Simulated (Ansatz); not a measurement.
Partial pair distribution functions of a relaxed model of amorphous Si26O46, broadened by 0.06 Å; density 2.19 g/cm³. Level of theory: PBE, scalar-relativistic without spin-orbit coupling (plane waves to 420 eV, PAW; Ansatz, an electronic-structure program). The usual formal charges leave 12 electrons over, so the level spacing at the Fermi energy parts defect or band states and needn't be the band gap.

The cell was made by melting and quenching with the CHGNet potential and then relaxed with DFT. O atoms were pushed apart under 1.9 Å during the dynamics, to hinder bonds among them. The hot cell started wider than the set density and was brought back towards it in steps. It is the lowest in DFT energy of 2 quenches. It is a model cell: composition and starting density were chosen by hand, and all elements were melted together. No dispersion term was used. Its density started from a set value of 2.24 and ended at 2.19 g/cm³. The simulated quench (nominally 88 K/ps over its main leg) is rapid and tends to freeze in more defects than a deposited or slowly cooled glass has. A cell of this size samples the disorder only roughly. Volume and shape were free in the relaxation.

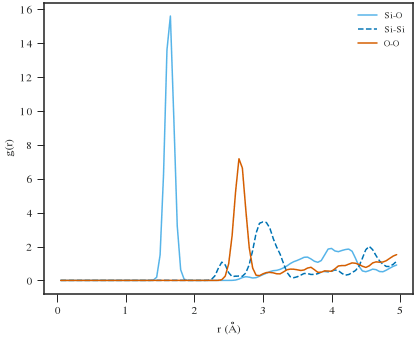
Figure: Partial pair distribution functions

Highest peaks under 4.5 Å: Si-O near 1.65 Å, Si-Si near 3.00 Å, O-O near 2.65 Å; pairs of few atoms are noisy.

Within 1.90 Å each Si has 3.54 O neighbours on average.
